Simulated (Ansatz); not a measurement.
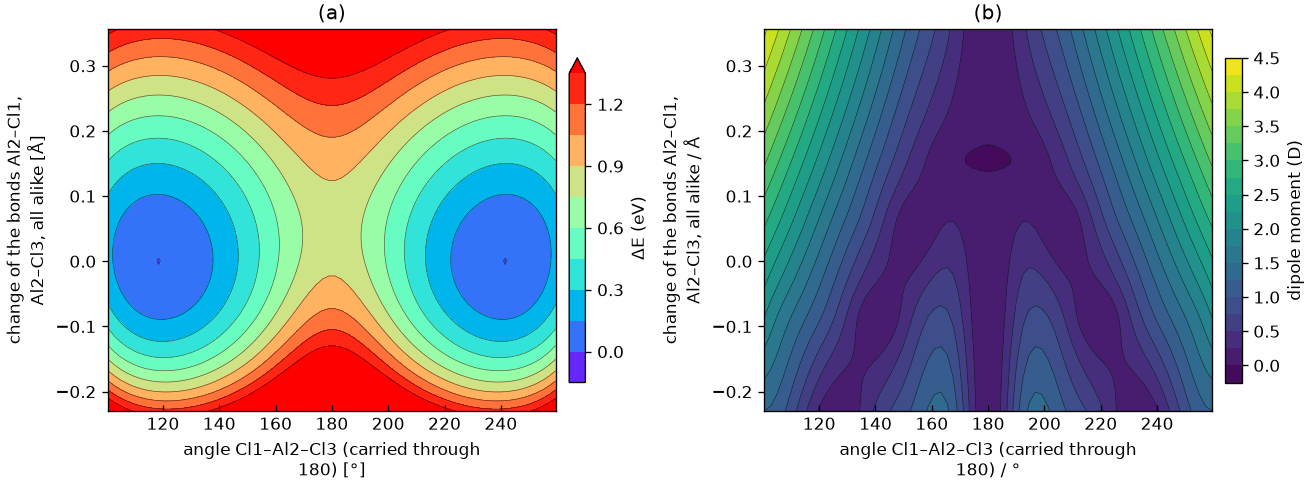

AlCl₂, SMILES [Cl][Al][Cl], spin multiplicity 2. 
- Coordinates scanned: (1) angle Cl1–Al2–Cl3 (carried through 180); (2) change of the bonds Al2–Cl1, Al2–Cl3, all alike.
- Nothing is relaxed (all other coordinates rigid).
- The grid has 13 × 13 points; 91 points were computed and 78 follow by symmetry.
- Points are written as (first, second).
- All energies are given in eV relative to the relaxed molecule at the same level.
- These are results of UKS r2SCAN0-D4/def2-TZVP (Ansatz), not measurements.

Panel (a) is the energy and panel (b) the computed dipole moment on the same grid.

The picture shows filled contours, one colour for all values above the top of the scale. Between grid points the surface is interpolated.

**How does the dipole moment vary over the map, and what is it at the lowest grid point?**

Leaving out the highest fifth of the energies, it runs from 0.00 D at (180.0°, −0.084 Å) to 4.07 D at (100.5°, 0.307 Å). At the lowest grid point, (113.8°, 0.014 Å), it is 1.83 D.
